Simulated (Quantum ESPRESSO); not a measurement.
Consider Sn (Fd-3m).

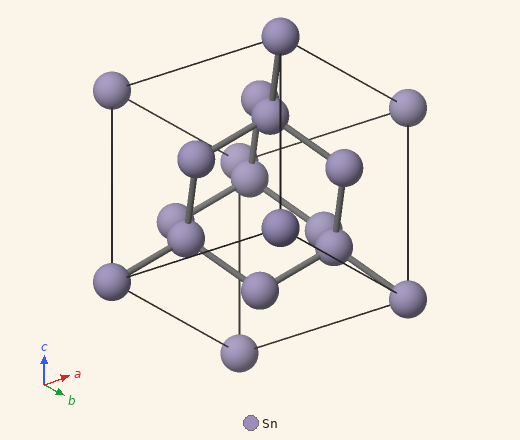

The structure (tin purple). Bonds to atoms that aren't drawn are left out. Some periodic images of atoms are drawn too.

```xyz
2
Lattice="0.0000 3.2333 3.2333 3.2333 0.0000 3.2333 3.2333 3.2333 0.0000" Properties=species:S:1:pos:R:3 pbc="T T T"
Sn    4.8500    4.8500    4.8500
Sn    3.2333    3.2333    3.2333
```

Absorber: atom 1, with 4 Sn at 2.80 Å (tetrahedral, site symmetry -43m). Method: Quantum ESPRESSO XSpectra, PBE, excited-electron core hole (neutral cell), 8-atom cell with 6.5 Å between holes, 4×4×4 k points, dipole transitions, Lorentzian half width 4.25 eV (not a setting of the program: the run's 0.4 eV curve was folded afterwards with a further Lorentzian).

The database entry behind the starting cell differs from later determinations by our own check (about 0.3 % short, nanocrystals), so it need not match the best structure at ambient conditions.

Predict the near-edge structure at the Sn K edge.

Main maxima up to 30 eV above the zero (height): 6.8 eV (1.05). A K edge sees empty p states on the absorber. 

The Sn K spectrum (energy from the energy zero of the input (xe0, at the border of filled and empty states); intensity scaled to a mean of 1 over the first 20 eV; folded afterwards to Lorentzian half width 4.25 eV; the points at xe0, where the cut of filled states can leave a spike, are interpolated):

| E (eV) | intensity |
| --- | --- |
| -2.0 | 0.50 |
| -0.5 | 0.66 |
| 1.0 | 0.82 |
| 2.5 | 0.94 |
| 4.0 | 1.01 |
| 5.5 | 1.04 |
| 7.0 | 1.05 |
| 8.5 | 1.04 |
| 10.0 | 1.01 |
| 11.5 | 0.99 |
| 13.0 | 0.98 |
| 14.5 | 0.99 |
| 16.0 | 1.02 |
| 17.5 | 1.06 |
| 19.0 | 1.09 |
| 20.5 | 1.09 |
| 22.0 | 1.10 |
| 23.5 | 1.11 |
| 25.0 | 1.14 |
| 26.5 | 1.16 |
| 28.0 | 1.17 |
| 29.5 | 1.19 |
| 31.0 | 1.19 |

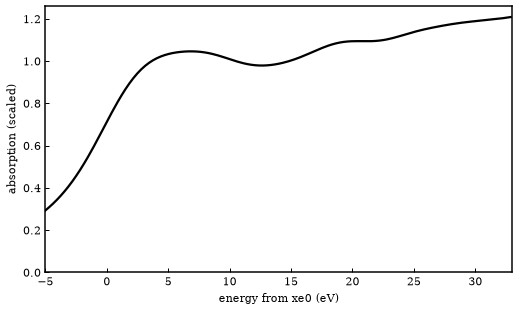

The Sn K edge.

The structure is a published determination, not relaxed.

[Banner, clock and machine lines of the logs are left out without a mark of their own.]

[Logs are printed without paths, hosts, clocks, repeated set-up lines and the standing remarks that a program may print on its own settings, such as how far it seeks lower states.]

[Hosts, paths, dates, database ids (printed as entryN), source tags and the programs' standing remarks are cut or masked in the printed files.]

[Lists of maxima count a maximum above −3 eV only where it reaches 4 % of the highest in the window and stands out from its surroundings by 2 % of it (1.5 % where it reaches 55 %); shoulders and weaker maxima are passed over, and of the rest the first, up to two pre-edge ones and the few strongest are named.]
